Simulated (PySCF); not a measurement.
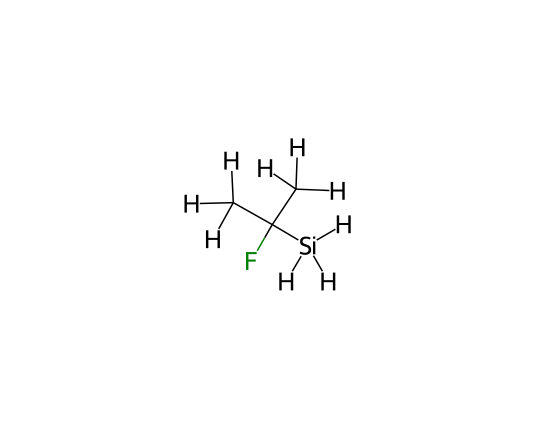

Source: calculation with PySCF.

Skeletal drawing of a molecule.

**Transcribe the drawing into SMILES.**

CC(C)(F)[SiH3]

**Give the formula, hydrogens included.**

C3H9FSi.

**An optimisation with PBE0-D3(BJ)/def2-SVP gave a structure of which point group?**

Cs.
